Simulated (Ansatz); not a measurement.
The figure comes from a scan of Ti (hcp, Mg type): one Ti atom of a 2-atom cell moves by s along Cartesian [111], with its periodic images. Level of theory: PBE (plane waves to 420 eV, PAW, scalar-relativistic; Ansatz, a first-principles code). k mesh 15×15×8 (Γ-centred), Fermi-Dirac smearing 0.05 eV. Left out: 1 of 11 points, with atoms too close for the PAW data. With partly filled bands, energies and forces of such displacements shift with the k mesh and the smearing. F∥ is the force on the atom along that direction. The PAW data are Ansatz's earlier set. Ti is run without spin polarisation. Ti was relaxed with its symmetry unable to fall. 

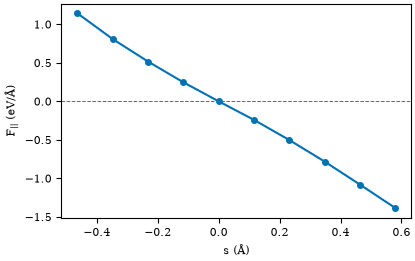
Figure. F∥ (eV/Å) against s (Å); markers are the computed points, lines only join them.

Turn the plot into a table (rounded to what can be read).

To the nearest 0.05:

```json
[
 {"s (Å)": "-0.464", "F∥ (eV/Å)": "1.15"},
 {"s (Å)": "-0.348", "F∥ (eV/Å)": "0.80"},
 {"s (Å)": "-0.232", "F∥ (eV/Å)": "0.50"},
 {"s (Å)": "-0.116", "F∥ (eV/Å)": "0.25"},
 {"s (Å)": "0.000", "F∥ (eV/Å)": "0.00"},
 {"s (Å)": "0.116", "F∥ (eV/Å)": "-0.25"},
 {"s (Å)": "0.232", "F∥ (eV/Å)": "-0.50"},
 {"s (Å)": "0.348", "F∥ (eV/Å)": "-0.80"},
 {"s (Å)": "0.464", "F∥ (eV/Å)": "-1.10"},
 {"s (Å)": "0.580", "F∥ (eV/Å)": "-1.40"}
]
```

(A displaced cell: forces are minus the slopes of the energy, force constants its curvatures, and phonons follow from these.)
